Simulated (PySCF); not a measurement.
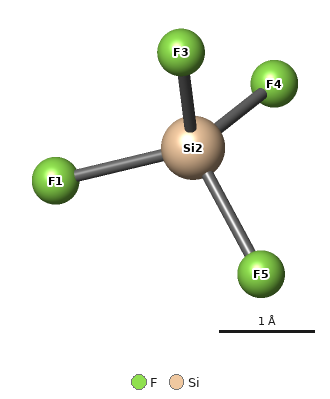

Fig. 1: The structure (ball-and-stick view, seen at a tilt; atoms are numbered from 1 in the order of the input). Bond lengths as drawn: F–Si 1.59 Å.

# SiF₄: one change and its effect

System: SiF₄, SMILES F[Si](F)(F)F.
Method of the first run: TDDFT PBE0/6-31G*, vertical, gas phase, core orbitals frozen in the response (PySCF 2.14.0).

The geometry comes from this level: PBE0-D3(BJ)/def2-SVP. Text and figures count atoms from 1; the logs count them from 0 in places.

**Input file, the first run**
```
{"job": {"kind": "uv", "xc": "PBE0", "basis": "6-31G*"}, "charge": 0, "multiplicity": 1}
F      1.565375    -0.278422     0.214232
Si     0.018192    -0.021451    -0.019130
F     -0.230652     1.529473    -0.236188
F     -0.798010    -0.515425     1.247494
F     -0.462805    -0.818956    -1.302897
```

The first line tells a small driver script what to run in PySCF; the rest is the geometry in Å.

Command:
```bash
OMP_NUM_THREADS=1 python <driver script> task.json out
```

Hardware: 1 CPU thread, shared host.

**Output (the first run)**
```
coarse grid: 5968 points
cycle   1  E = -688.4279705715  dE =  5.468e-01  |g| = 9.685e-01  |ddm| = 2.236e+00
cycle   2  E = -688.3038878050  dE =  1.241e-01  |g| = 1.329e+00  |ddm| = 1.386e+00
cycle   3  E = -688.5820886491  dE = -2.782e-01  |g| = 1.378e-02  |ddm| = 7.915e-01
cycle   4  E = -688.5821169038  dE = -2.825e-05  |g| = 3.348e-03  |ddm| = 9.568e-03
cycle   5  E = -688.5821190144  dE = -2.111e-06  |g| = 3.582e-04  |ddm| = 3.031e-03
final grid: 58344 points
cycle   6  E = -688.5895900750  dE = -1.064e-05  |g| = 1.988e-03  |ddm| = 7.435e-03
cycle   7  E = -688.5895896771  dE =  3.978e-07  |g| = 2.621e-03  |ddm| = 2.600e-03
cycle   8  E = -688.5895907338  dE = -1.057e-06  |g| = 5.512e-05  |ddm| = 1.431e-03
cycle   9  E = -688.5895907339  dE = -3.013e-11  |g| = 5.577e-05  |ddm| = 6.004e-05
cycle  10  E = -688.5895907343  dE = -4.661e-10  |g| = 1.019e-05  |ddm| = 3.448e-05
converged SCF energy = -688.5895907343

Static polarisability (au): isotropic 16.833, principal 16.823 16.838 16.838

Singlet excitations
state   eV       nm        f      main configurations
  1  10.9044    113.7   0.00000   H->L 0.95
  2  10.9052    113.7   0.00000   H-1->L 0.86, H-2->L 0.10
  3  10.9060    113.7   0.00000   H-2->L 0.87, H-1->L 0.10
  4  11.9922    103.4   0.00000   H-6->L 0.94
  5  11.9936    103.4   0.00002   H-7->L 0.94
  6  12.1422    102.1   0.17499   H-3->L 0.96
  7  12.1447    102.1   0.17519   H-4->L 0.95
  8  12.1461    102.1   0.17536   H-5->L 0.95
  9  13.2477     93.6   0.00000   H-2->L+1 0.29, H->L+3 0.25, H-1->L+2 0.20
 10  13.3662     92.8   0.00000   H-2->L+1 0.43, H->L+2 0.23, H->L+3 0.19

Triplet excitations (Tamm-Dancoff, eV): 10.5002 10.5006 10.5015 11.3308
```

The input of the second run differs as follows (lines with − go, lines with + come):
```diff
-"basis": "6-31G*"
+"basis": "def2-TZVPD"
```

Predict how the results change.

The total energy of the second run is 155.3 kcal/mol lower, which measures the change of basis and not a stability. The HOMO goes from −12.32 to −12.81 eV. The LUMO goes from 0.50 to −0.58 eV. The lowest excitation goes from 10.90 to 10.64 eV. The strongest computed line goes from 12.15 to 11.76 eV. Diffuse functions give room to the loosely bound empty orbitals, which lowers the LUMO. The SCF takes 11 iterations against 10. The basis functions go from 74 to 203.

**Output (the second run)**
```
coarse grid: 5968 points
cycle   1  E = -688.6882193708  dE =  5.130e-01  |g| = 9.552e-01  |ddm| = 2.074e+00
cycle   2  E = -688.5458842187  dE =  1.423e-01  |g| = 1.412e+00  |ddm| = 1.296e+00
cycle   3  E = -688.8236337197  dE = -2.777e-01  |g| = 2.263e-02  |ddm| = 7.695e-01
cycle   4  E = -688.8236888934  dE = -5.517e-05  |g| = 8.460e-03  |ddm| = 2.716e-02
cycle   5  E = -688.8236976223  dE = -8.729e-06  |g| = 5.128e-04  |ddm| = 5.055e-03
final grid: 58344 points
cycle   6  E = -688.8370210098  dE = -4.154e-05  |g| = 2.643e-03  |ddm| = 1.824e-02
cycle   7  E = -688.8370203767  dE =  6.331e-07  |g| = 3.297e-03  |ddm| = 2.485e-03
cycle   8  E = -688.8370218216  dE = -1.445e-06  |g| = 2.674e-04  |ddm| = 1.633e-03
cycle   9  E = -688.8370218301  dE = -8.452e-09  |g| = 9.619e-05  |ddm| = 1.287e-04
cycle  10  E = -688.8370218313  dE = -1.163e-09  |g| = 2.890e-05  |ddm| = 5.332e-05
cycle  11  E = -688.8370218314  dE = -1.140e-10  |g| = 2.115e-06  |ddm| = 1.134e-05
converged SCF energy = -688.8370218314

Static polarisability (au): isotropic 23.214, principal 23.205 23.218 23.218

Singlet excitations
state   eV       nm        f      main configurations
  1  10.6402    116.5   0.00000   H->L 0.96
  2  10.6412    116.5   0.00000   H-1->L 0.93
  3  10.6421    116.5   0.00000   H-2->L 0.93
  4  11.7534    105.5   0.18338   H-3->L 0.96
  5  11.7552    105.5   0.18348   H-4->L 0.96
  6  11.7562    105.5   0.18375   H-5->L 0.96
  7  11.7794    105.3   0.00015   H-6->L 0.92
  8  11.7806    105.2   0.00028   H-7->L 0.92
  9  12.7010     97.6   0.00000   H->L+3 0.27, H-2->L+1 0.25, H-1->L+2 0.22
 10  12.7734     97.1   0.00000   H->L+3 0.34, H-2->L+1 0.29, H-1->L+1 0.14

Triplet excitations (Tamm-Dancoff, eV): 10.3431 10.3440 10.3447 11.1787
```

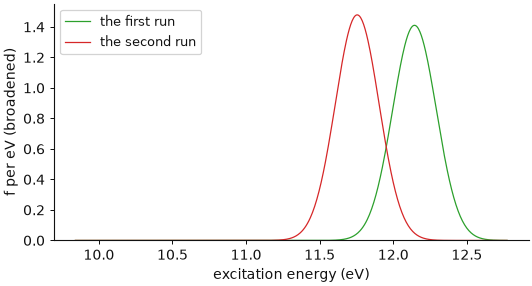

Fig. 2: Absorption of the two runs from their computed states, each broadened by a Gaussian of 0.35 eV full width; the range ends where the shorter list of states ends.

**The two runs side by side**

| quantity | the first run | the second run |
| --- | --- | --- |
| outcome | converged | converged |
| total energy (hartree) | −688.589591 | −688.837022 |
| HOMO (eV) | −12.32 | −12.81 |
| LUMO (eV) | 0.50 | −0.58 |
| dipole moment (D) | 0.01 | 0.01 |
| lowest excitation (eV) | 10.90 | 10.64 |
| SCF iterations | 10 | 11 |
| strongest computed line (eV) | 12.15 | 11.76 |
| basis functions | 74 | 203 |
| wall time (shared host) | 3.2 s | 15 s |
